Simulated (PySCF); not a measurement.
## A study: BrH5NSi, charge −1, SMILES `[Br-].[SiH3]N`

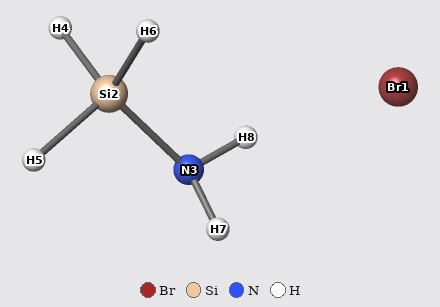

The molecule, with its atoms numbered as below. The pair's geometry is semi-empirical, so its contact may be too short or too long.

Cartesian coordinates (Å):

```
Br1      1.7231    0.0644    0.0060
Si2     -2.7501    0.2787    0.0142
N3      -1.4722   -0.8371   -0.1140
H4      -2.7710    1.0742   -1.2152
H5      -3.9913   -0.5171    0.1097
H6      -2.7947    1.2118    1.1589
H7      -1.4300   -1.5891    0.5576
H8      -0.5147   -0.4765   -0.2238
```

Part 1: Bonding charge

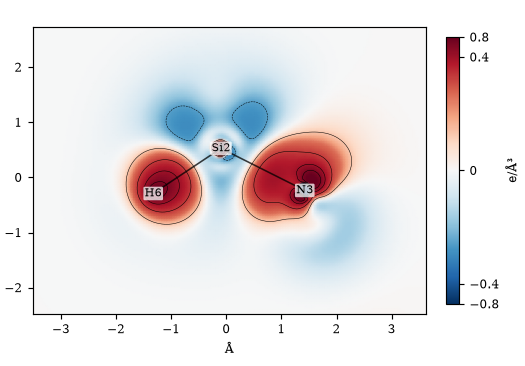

Deformation density (molecule less spherical, spin-averaged free atoms) in the plane of Si2, N3 and H6; colour scale in e/Å³, logarithmic beyond ±0.1; red: gain, blue: loss.

Level of theory: r2SCAN/def2-SVPD (PySCF), at a geometry from GFN2-xTB.

Q: How much density has each bond in this plane gained at its critical point, relative to the free atoms?

A: Si2–H6: +0.16 e/Å³ at the bond critical point (bond length 1.48 Å). Si2–N3: +0.10 e/Å³ at the bond critical point (bond length 1.70 Å); up to 0.6 Å beside the axis the gain reaches +0.38 e/Å³. In all, 2.3 electrons gather in the regions of gain relative to the promolecule of neutral atoms (this includes the anion's extra charge). A small or negative value marks a very polar bond, one between electron-rich atoms, whose free-atom densities already overlap strongly, a long bond to a heavier atom, or a closed-shell contact such as a hydrogen bond.

Part 2: Local ionisation energy

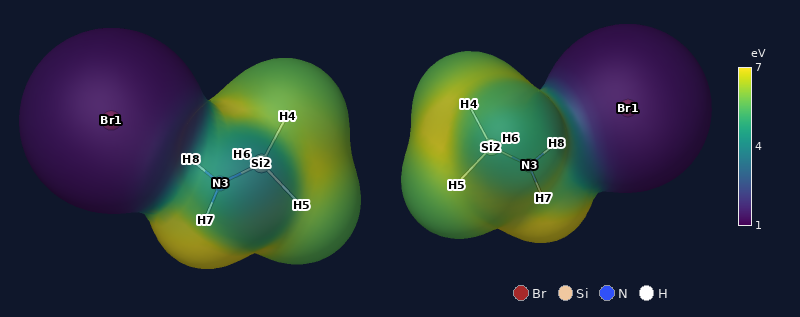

Average local ionisation energy on the surface of electron density 0.001 a.u. (back view left, front view right).

Q: Where are the most loosely bound electrons on this surface?

A: The lowest value is 1.3 eV, 2.4 Å from Br1. Further minima include 3.3 eV, 2.0 Å from N3; 5.0 eV, 1.5 Å from H6; 5.6 eV, 1.5 Å from H4. For comparison, the highest occupied orbital lies at −0.8 eV.

Part 3: Binding density

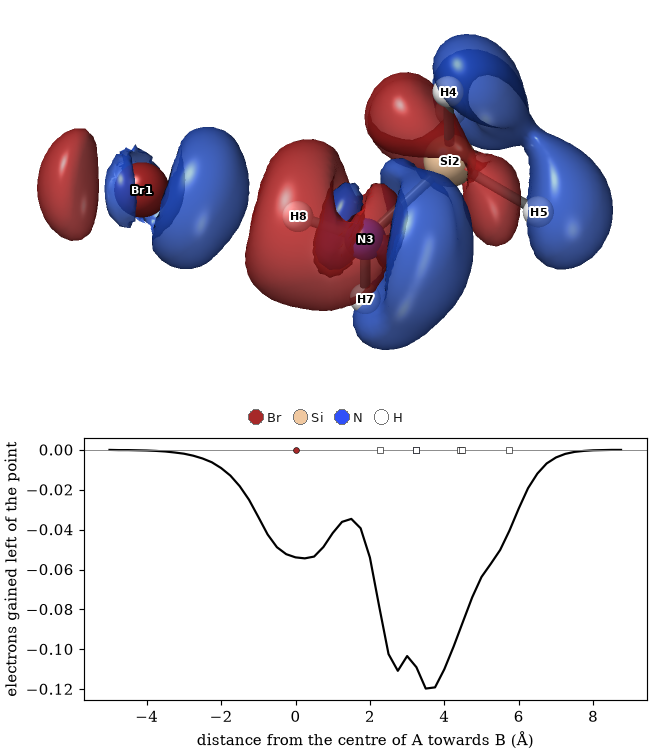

Density of the complex less the densities of the two fragments at the same geometry, ±0.004 e/Å³ (blue: gain, red: loss). Fragment A: Br(−1) (atom 1); fragment B: SiH5N. Below: the charge-displacement curve along the line of centres (A on the left).

Q: How is the density rearranged on binding?

A: Hirshfeld charges show 0.039 e passing from A to B. By Hirshfeld charges, electrons gather most on H5 (−0.027 e) and leave H8 most (+0.042 e); 0.23 e is displaced in all.

Q: What is the interaction energy, and which contacts carry it?

A: The counterpoise-corrected interaction energy of the frozen fragments is −11.5 kcal/mol without dispersion correction and −11.9 kcal/mol with D3(BJ). The pair geometry is semi-empirical, not a minimum at this level. Contacts: Br1···H8, hydrogen bond, 2.31 Å, ρ = 0.025 a.u. The pose is a local one from a semi-empirical search, not shown to be the most stable.

The PySCF runs shown took 33 s and 83 s on 1 thread of Arm Neoverse V1, on a shared host.
